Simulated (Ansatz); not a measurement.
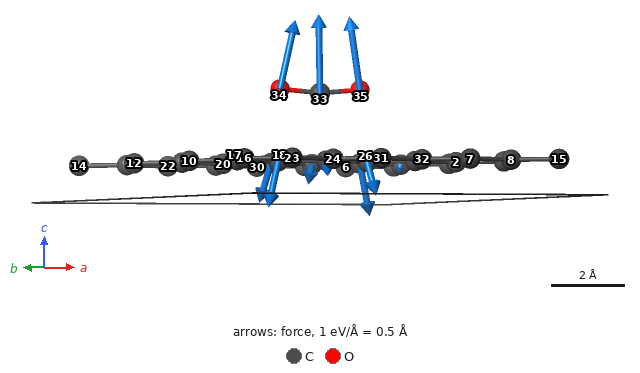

Starting geometry of a slab of composition C33O2 with the computed forces as blue arrows. Style: ball-and-stick. Shown: the cell of the calculation, outlined in the plane, without the vacuum (origin shifted), from a free direction.

It is CO2 on graphene monolayer, set down by a guess. The run prepares an end point of a later path (molecule hop) calculation, from a guessed geometry.

Level of theory: DFT PBE, scalar-relativistic, plane waves, PAW in Ansatz. (plane-wave cutoff 420 eV; k-point mesh 2 × 2 × 1; occupations fermi dirac; smearing width 0.02 eV; no spin polarisation; atoms relaxed in a fixed cell; force threshold 0.03 eV/Å; at most 60 steps)

**What follows when this structure is relaxed?**

It isn't relaxed: the largest force vector, on a C atom, is 4.35 eV/Å. The final displacements follow the starting forces only in part (cosine between the two patterns 0.82). A C atom moves most relative to the layer's centre: 1.78 Å along the normal (+c). By element the largest moves are C 1.78 Å, O 1.73 Å. The cell stays as it was. Bond angles that change, for instance: O–C–O 170.2° → 179.9°. Over 12 accepted moves (13 points after the start) the energy falls by 4.247 eV per cell of the calculation. The largest force component goes from 4.3 to 0.006 eV/Å. 1 step only repeated the SCF at the same geometry.
